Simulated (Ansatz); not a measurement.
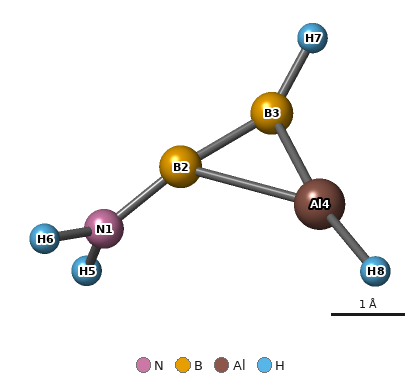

Fig. 1: The input geometry of run 1 (ball-and-stick view, seen at a tilt; atoms are numbered from 1 in the order of the input). Sticks mark near contacts. Bond lengths as drawn: Al–B 1.98 to 2.28 Å, Al–H 1.73 Å, B–B 1.48 Å, B–H 1.18 Å, B–N 1.36 Å and H–N 1.03 to 1.06 Å.

# AlB2NH4: a changed input and its effect

System: AlB2NH4.
Method of run 1: RKS PBE0-D4/def2-TZVPP (Ansatz 0.2.0).

The geometry: displaced from a GFN2-xTB structure. Text and figures count atoms from 1; the logs count them from 0 in places.

## Input file, run 1
```yaml
crystal:
  periodic: [false, false, false]
  atoms:
    - {symbol: N, position_ang: [-0.732900, 1.396200, -0.412000]}
    - {symbol: B, position_ang: [0.276800, 0.562100, -0.043500]}
    - {symbol: B, position_ang: [1.398600, -0.396900, -0.054300]}
    - {symbol: Al, position_ang: [-0.054800, -1.643000, 0.443900]}
    - {symbol: H, position_ang: [-0.936800, 1.710000, -1.374600]}
    - {symbol: H, position_ang: [-1.388500, 1.964500, 0.189400]}
    - {symbol: H, position_ang: [2.462900, -0.691700, 0.351900]}
    - {symbol: H, position_ang: [-1.136500, -2.886800, 0.964600]}
basis:
  gaussian: {orbitals: def2-TZVPP}
hamiltonian: {xc: pbe0, dispersion: d4}
output: {forces: true, orbitals: {seedname: orbitals}}
```

Hardware: 4 CPU threads, shared host.

## Output (run 1)
```
Functional definition: PBE0
  parameter a = 0.25
  parameter kappa = 0.804
  parameter beta = 0.06672455060314922
  exchange = (1 - a)*pbe_x(kappa = kappa, mu = beta*pi^2/3) + a*exact_x
  correlation = pbe_c(beta = beta)
1029 factors; their error is unknown
mean field evaluation 1: about -9485.4593 eV, gradient 6.6e1 eV
mean field evaluation 2: about -9438.5300 eV, gradient 1.3e2 eV
mean field evaluation 4: about -9496.5941 eV, gradient 1.3e1 eV
mean field evaluation 8: about -9497.1952 eV, gradient 1.2e-1 eV
mean field evaluation 16: about -9497.2087 eV, gradient 3.8e-4 eV
mean field -9497.20865065 eV, -349.0159804720 hartree, gradient 3.9e-5 eV, S^2 0.000000; 0 other end points of the search recorded, 0 dependent functions left out
the calculation of the forces begins
reference -9497.20868503 eV, -349.0159817358 hartree; 17, 17 occupied and 174, 174 virtual orbitals, 1029 factors
Total energy: -9497.32347757 eV, -349.0202002836 hartree
Atom 0 at    -0.732900     1.396200    -0.412000 Å, force    -2.992436     2.414343    -0.285163 eV/Å
Atom 1 at     0.276800     0.562100    -0.043500 Å, force     0.051626     0.903835    -0.169679 eV/Å
Atom 2 at     1.398600    -0.396900    -0.054300 Å, force     0.654979    -1.022999     0.088077 eV/Å
Atom 3 at    -0.054800    -1.643000     0.443900 Å, force    -0.692712    -1.296254     0.562708 eV/Å
Atom 4 at    -0.936800     1.710000    -1.374600 Å, force     0.673830    -0.631813     0.725828 eV/Å
Atom 5 at    -1.388500     1.964500     0.189400 Å, force     1.350990    -1.370897    -0.523890 eV/Å
Atom 6 at     2.462900    -0.691700     0.351900 Å, force     0.297065    -0.011463     0.055875 eV/Å
Atom 7 at    -1.136500    -2.886800     0.964600 Å, force     0.656658     1.015248    -0.453757 eV/Å
Dipole moment:    -0.634925     0.199369    -0.049026 e Å
```

For run 2 the input was changed thus:
```diff
-hamiltonian: {xc: pbe0, dispersion: d4}
-output: {forces: true, orbitals: {seedname: orbitals}}
+correlation: {method: ccsd_t}
+output: {forces: true}
```

How does run 2 compare with run 1?

The total energies belong to different models, so their difference says nothing on which is more stable or more accurate. The largest force goes from 3.856 to 4.334 eV/Å.

## Output (run 2)
```
Functional definition: HF
  exchange = exact_x
  correlation = 0
1136 factors; integrals over basis functions are off by at most 9.9e-4 eV
mean field evaluation 1: about -9465.7173 eV, gradient 3.8e1 eV
mean field evaluation 2: about -9465.9023 eV, gradient 3.8e1 eV
mean field evaluation 4: about -9470.0430 eV, gradient 3.8e0 eV
mean field evaluation 8: about -9470.1394 eV, gradient 5.1e-1 eV
mean field evaluation 16: about -9470.1444 eV, gradient 2.9e-6 eV
mean field evaluation 32: about -9460.4742 eV, gradient 2.5e1 eV
mean field evaluation 64: about -9447.5561 eV, gradient 1.1e1 eV
mean field -9470.14440432 eV, -348.0213877642 hartree, gradient 2.9e-6 eV, S^2 0.000000; 1 other end points of the search recorded, 0 dependent functions left out
8 core orbitals not correlated: weight in the atoms' cores, before any rotation towards them, 1.000 or more for the frozen orbitals, at most 0.000 for the correlated occupied ones
reference -9470.14440432 eV, -348.0213877642 hartree; 9, 9 occupied and 174, 174 virtual orbitals, 1136 factors
too little memory for Intel AMX tiles; the run may be slower
second order -13.51583319 eV of doubles, -0.00000000 eV of singles
cycle   1  -13.86535927 eV  change   -3.5e-1 eV  update   9.7e-2
cycle   2  -14.26494475 eV  change   -4.0e-1 eV  update   3.2e-2
cycle   3  -14.35749874 eV  change   -9.3e-2 eV  update   1.7e-2
cycle   4  -14.35031762 eV  change    7.2e-3 eV  update   5.5e-3
cycle   5  -14.34872988 eV  change    1.6e-3 eV  update   3.2e-3
cycle   6  -14.34925992 eV  change   -5.3e-4 eV  update   1.5e-3
cycle   7  -14.34882029 eV  change    4.4e-4 eV  update   8.0e-4
cycle   8  -14.34893900 eV  change   -1.2e-4 eV  update   3.7e-4
cycle   9  -14.34908783 eV  change   -1.5e-4 eV  update   1.5e-4
cycle  10  -14.34902058 eV  change    6.7e-5 eV  update   6.4e-5
cycle  11  -14.34903678 eV  change   -1.6e-5 eV  update   3.3e-5
cycle  12  -14.34904485 eV  change   -8.1e-6 eV  update   1.5e-5
cycle  13  -14.34905298 eV  change   -8.1e-6 eV  update   7.8e-6
cycle  14  -14.34905423 eV  change   -1.2e-6 eV  update   3.0e-6
cycle  15  -14.34905311 eV  change    1.1e-6 eV  update   1.3e-6
perturbative correction -0.73910361 eV, -0.0271615566 hartree
the calculation of the forces begins
Total energy: -9485.23256103 eV, -348.5758672965 hartree
Atom 0 at    -0.732900     1.396200    -0.412000 Å, force    -3.360619     2.699797    -0.445410 eV/Å
Atom 1 at     0.276800     0.562100    -0.043500 Å, force     0.196888     0.913765    -0.008282 eV/Å
Atom 2 at     1.398600    -0.396900    -0.054300 Å, force     1.046876    -1.151736     0.021714 eV/Å
Atom 3 at    -0.054800    -1.643000     0.443900 Å, force    -0.866358    -1.548981     0.635362 eV/Å
Atom 4 at    -0.936800     1.710000    -1.374600 Å, force     0.686462    -0.627242     0.697753 eV/Å
Atom 5 at    -1.388500     1.964500     0.189400 Å, force     1.337441    -1.359584    -0.489838 eV/Å
Atom 6 at     2.462900    -0.691700     0.351900 Å, force     0.281487     0.020333     0.050994 eV/Å
Atom 7 at    -1.136500    -2.886800     0.964600 Å, force     0.677823     1.053648    -0.462292 eV/Å
Dipole moment:    -0.638110     0.190658    -0.043833 e Å
```

## The two runs side by side

```tsv
quantity	run 1	run 2
outcome	converged	converged
total energy (hartree)	−349.020200	−348.575867
HOMO (eV)	−5.63	–
LUMO (eV)	−1.78	–
dipole moment (D)	3.21	3.21
largest force (eV/Å)	3.856	4.334
basis functions	191	191
wall time (shared host)	1.4 s	63 s
```
